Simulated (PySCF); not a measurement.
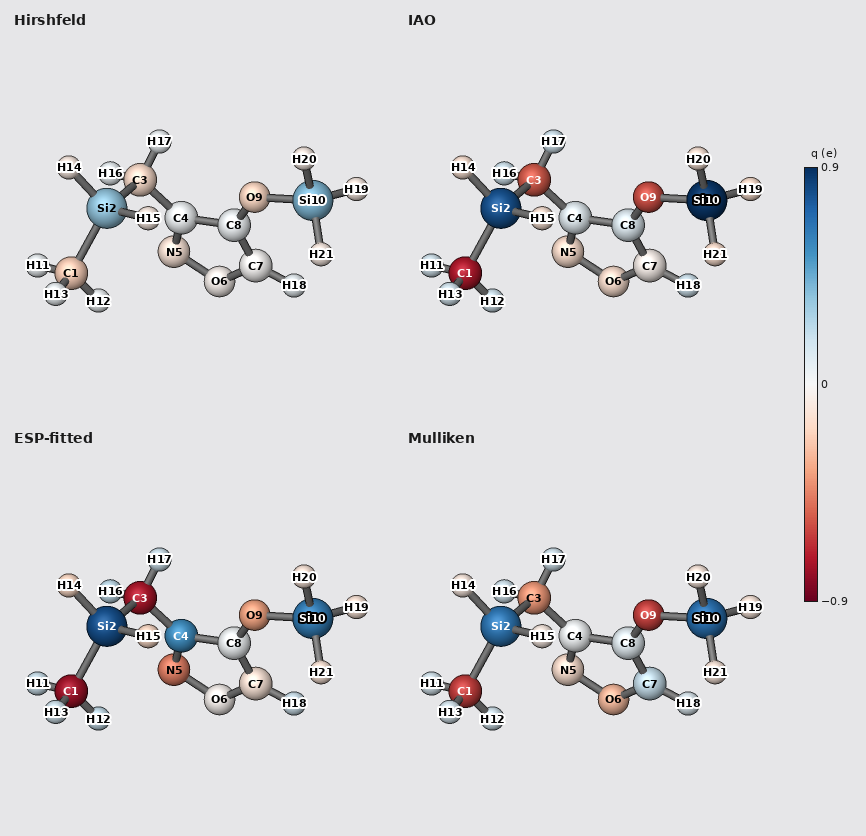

Atomic charges of one calculation by 4 schemes, on one colour scale. The geometry was computed by an optimisation with GFN2-xTB. No frequency run is at hand to confirm it as a minimum. Computed with PBE0/pcSseg-1 (PySCF 2.14.0).

Question. On which atom do the schemes disagree most?

Answer. On C3 (from −0.73 to −0.16 e).

List the charges (e), one line for each set of equivalent atoms.

```tsv
atom	Hirshfeld	IAO	ESP-fitted	Mulliken
C1	−0.21	−0.72	−0.76	−0.62
Si2	0.35	0.78	0.79	0.65
C3	−0.16	−0.55	−0.73	−0.39
C4	0.03	0.09	0.56	0.03
N5	−0.12	−0.15	−0.45	−0.15
O6	−0.04	−0.15	−0.03	−0.29
C7	−0.01	−0.05	−0.12	0.21
C8	0.04	0.11	0.03	0.09
O9	−0.19	−0.58	−0.36	−0.61
Si10	0.40	0.88	0.62	0.67
H11	0.04	0.16	0.18	0.14
H12	0.04	0.16	0.21	0.16
H13	0.04	0.16	0.17	0.14
H14	−0.08	−0.13	−0.18	−0.09
H15	−0.08	−0.13	−0.18	−0.07
H16	0.05	0.17	0.22	0.16
H17	0.05	0.17	0.18	0.16
H18	0.07	0.18	0.18	0.11
H19	−0.08	−0.14	−0.12	−0.10
H20	−0.07	−0.12	−0.11	−0.09
H21	−0.08	−0.14	−0.12	−0.10
```

The geometry is semi-empirical. Around Si such bond lengths and angles can be off by a tenth of an ångström or more and by several degrees, and values that hang on the shape move with them.
